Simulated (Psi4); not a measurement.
# C2H2F (SMILES C=[C]F) at U-wB97X-D/pcseg-2 (sweep point 10)

What is the vertical electron affinity of C2H2F at U-wB97X-D/pcseg-2 (sweep point 10)? Input form: a Python script.

The calculation is run with Psi4 1.11.

## 1. Starting point

The species is C2H2F (5 atoms), meant as a doublet with charge 0. SMILES: `C=[C]F`. The shape is that of a PBE0-D4/def2-TZVP optimisation.

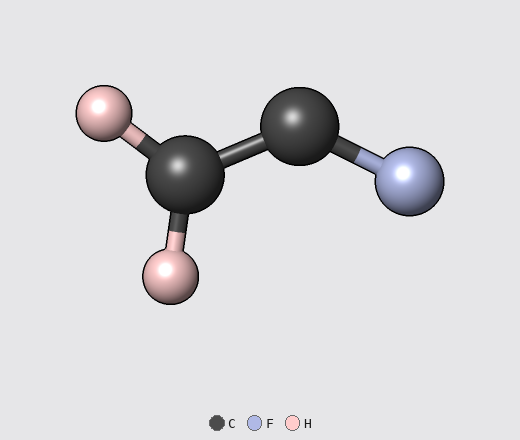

Viewed from a chosen angle; carbon dark grey, fluorine light blue, hydrogen pink.

## 2. A single-point energy at U-wB97X-D/pcseg-2 (sweep point 10)

c2h2f.py reads:

```python
import psi4

psi4.set_memory(1600000000)
psi4.set_num_threads(1)
psi4.set_output_file('c2h2f.out', False)

m = psi4.geometry("""
0 2
C      0.488200    -0.200400     0.008400
C     -0.592700     0.393700     0.447100
F     -1.725600     0.629500    -0.148900
H      0.534700    -0.590400    -1.005400
H      1.345200    -0.306200     0.657500
units angstrom
symmetry c1
""")

options = {'basis': 'pcseg-2', 'reference': 'uks', 'puream': True, 'scf_type': 'pk', 'dft_radial_points': 99, 'dft_spherical_points': 590, 'maxiter': 150}
psi4.set_options(options)

e, wfn = psi4.energy("wb97x-d", molecule=m, return_wfn=True)
print(f'total energy {e:.8f} hartree = {e * 27.211386:.5f} eV')
```

Launch:

```sh
$ python c2h2f.py
```

c2h2f.out:

```text
[...]
  Running in c1 symmetry.
[...]
  Nuclear repulsion =   60.961139739115154
[...]
  Multiplicity = 2
[...]
  Nalpha       = 12
  Nbeta        = 11
[...]
    Number of basis functions: 118
[...]
   @UKS iter   1:  -177.00586220563599   -4.91128e-01   4.73714e-03 ADIIS/DIIS
[...]
   @UKS iter  10:  -177.15467464687572   -7.25586e-07   7.15514e-07 DIIS
[...]
   @S^2 Observed:                7.625630324E-01
[...]
    Orbital Energies [Eh]
    ---------------------
    Alpha Occupied:
       1A    -24.861326     2A    -10.401737     3A    -10.295915
       4A     -1.382986     5A     -0.886825     6A     -0.723297
       7A     -0.616482     8A     -0.598597     9A     -0.596979
      10A     -0.521432    11A     -0.366972    12A     -0.354446
    Alpha Virtual:
      13A      0.074446    14A      0.104383    15A      0.130688
      16A      0.169264    17A      0.199315    18A      0.243974
      19A      0.255814    20A      0.306042    21A      0.322794
      22A      0.338592    23A      0.392736    24A      0.402088
      25A      0.460671    26A      0.477578    27A      0.571845
[...]
  @UKS Final Energy:  -177.15467464687572
   => Energetics <=
    Nuclear Repulsion Energy =             60.9611397391151542
    One-Electron Energy =                -363.0784817577605281
    Two-Electron Energy =                 140.2731312613526882
    DFT Exchange-Correlation Energy =     -15.3099358936021694
    Empirical Dispersion Energy =          -0.0005279959808498
    VV10 Nonlocal Energy =                  0.0000000000000000
    Total Energy =                       -177.1546746468757192
[...]
 Multipole Moments:
 ------------------------------------------------------------------------------------
     Multipole            Electronic (a.u.)      Nuclear  (a.u.)        Total (a.u.)
 ------------------------------------------------------------------------------------
 L = 1.  Multiply by 2.5417464519 to convert [e a0] to [Debye]
 Dipole X            :         -3.7141672            4.0554146            0.3412474
 Dipole Y            :          1.5406655           -1.7111878           -0.1705223
 Dipole Z            :          0.1409562           -0.2330006           -0.0920444
 Magnitude           :                                                    0.3924281
[...]
```

On the terminal:

```text
total energy -177.15467465 hartree = -4820.62423 eV
```

It took 26 s on 1 thread of Intel Xeon Platinum 8488C (Sapphire Rapids), shared host; peak memory 0.89 GiB.

## 3. The singlet anion, same level

calc.py reads:

```python
import psi4

psi4.set_memory(1600000000)
psi4.set_num_threads(1)
psi4.set_output_file('psi4.out', False)

m = psi4.geometry("""
-1 1
C      0.488200    -0.200400     0.008400
C     -0.592700     0.393700     0.447100
F     -1.725600     0.629500    -0.148900
H      0.534700    -0.590400    -1.005400
H      1.345200    -0.306200     0.657500
units angstrom
symmetry c1
""")

psi4.set_options({
    'basis': 'pcseg-2',
    'reference': 'rks',
    'puream': True,
    'scf_type': 'pk',
    'dft_radial_points': 99,
    'dft_spherical_points': 590,
})

e, wfn = psi4.energy("WB97X-D", return_wfn=True)
print('E =', round(e, 9))
for k, v in sorted(psi4.core.scalar_variables().items()):
    print(f'{k:45s} {v:18.10f}')
```

Launch:

```sh
$ python calc.py
```

psi4.out:

```text
[...]
  Running in c1 symmetry.
[...]
  Nuclear repulsion =   60.961139739115154
[...]
  Multiplicity = 1
[...]
  Nalpha       = 12
  Nbeta        = 12
[...]
    Number of basis functions: 118
[...]
   @RKS iter   1:  -176.89693854966617   -3.82204e-01   6.02462e-03 ADIIS/DIIS
[...]
   @RKS iter   9:  -177.17243522736976   -4.49348e-07   6.81151e-07 DIIS
[...]
    Orbital Energies [Eh]
    ---------------------
    Doubly Occupied:
       1A    -24.588020     2A    -10.068474     3A    -10.028688
       4A     -1.111510     5A     -0.607338     6A     -0.456678
       7A     -0.344286     8A     -0.335015     9A     -0.323046
      10A     -0.269279    11A     -0.099516    12A     -0.007975
[...]
  @RKS Final Energy:  -177.17243522736976
   => Energetics <=
    Nuclear Repulsion Energy =             60.9611397391151542
    One-Electron Energy =                -369.2814754081371120
    Two-Electron Energy =                 146.5929767852518069
    DFT Exchange-Correlation Energy =     -15.4445483476187260
    Empirical Dispersion Energy =          -0.0005279959808498
    VV10 Nonlocal Energy =                  0.0000000000000000
    Total Energy =                       -177.1724352273697605
[...]
 Multipole Moments:
 ------------------------------------------------------------------------------------
     Multipole            Electronic (a.u.)      Nuclear  (a.u.)        Total (a.u.)
 ------------------------------------------------------------------------------------
 L = 1.  Multiply by 2.5417464519 to convert [e a0] to [Debye]
 Dipole X            :         -4.5358406            4.0554146           -0.4804261
 Dipole Y            :          1.5933288           -1.7111878           -0.1178589
 Dipole Z            :         -0.6144102           -0.2330006           -0.8474107
 Magnitude           :                                                    0.9812262
[...]
```

The script printed:

```text
E = -177.172435227
CURRENT ENERGY                                   -177.1724352274
CURRENT REFERENCE ENERGY                         -177.1724352274
DD SOLVATION ENERGY                                 0.0000000000
DFT FUNCTIONAL TOTAL ENERGY                      -177.1719072314
DFT TOTAL ENERGY                                 -177.1724352274
DFT VV10 ENERGY                                     0.0000000000
DFT XC ENERGY                                     -15.4445483476
DISPERSION CORRECTION ENERGY                       -0.0005279960
GRID ELECTRONS ALPHA                               12.0000000908
GRID ELECTRONS BETA                                12.0000000908
GRID ELECTRONS TOTAL                               24.0000001817
NUCLEAR REPULSION ENERGY                           60.9611397391
ONE-ELECTRON ENERGY                              -369.2814754081
PCM POLARIZATION ENERGY                             0.0000000000
PE ENERGY                                           0.0000000000
SCF ITERATION ENERGY                             -177.1724352274
SCF ITERATIONS                                      9.0000000000
SCF TOTAL ENERGY                                 -177.1724352274
TWO-ELECTRON ENERGY                               146.5929767853
WB97X-D DISPERSION CORRECTION ENERGY               -0.0005279960
XC GRID RADIAL POINTS                              99.0000000000
XC GRID SPHERICAL POINTS                          590.0000000000
XC GRID TOTAL POINTS                           281855.0000000000
```

Wall time 19 s (1 thread of Intel Xeon Platinum 8488C (Sapphire Rapids), shared host); peak memory 0.89 GiB.

## 4. Outcome

Level: U-wB97X-D/pcseg-2 (sweep point 10).

| quantity | value |
| --- | --- |
| doublet C2H2F: total energy | -177.15467 Eh |
| doublet C2H2F: dipole moment | 1.00 D |
| doublet C2H2F: HOMO energy (highest over α and β) | -9.64 eV |
| doublet C2H2F: LUMO energy (lowest over α and β) | -0.83 eV |
| doublet C2H2F: dispersion energy | -1.39 kJ/mol |
| doublet C2H2F: ⟨S²⟩ | 0.763 |
| singlet anion: total energy | -177.17244 Eh |
| singlet anion: HOMO energy | -0.22 eV |
| singlet anion: LUMO energy | 7.33 eV |
| singlet anion: HOMO–LUMO gap (to an unbound level, set by the basis) | 7.55 eV |
| singlet anion: dispersion energy | -1.39 kJ/mol |
| vertical electron affinity (to the singlet anion) | 0.483 eV |

In words: At fixed nuclei the extra electron is bound by 0.48 eV (11.1 kcal/mol). The basis has no diffuse functions, so the error can be as large as this value.
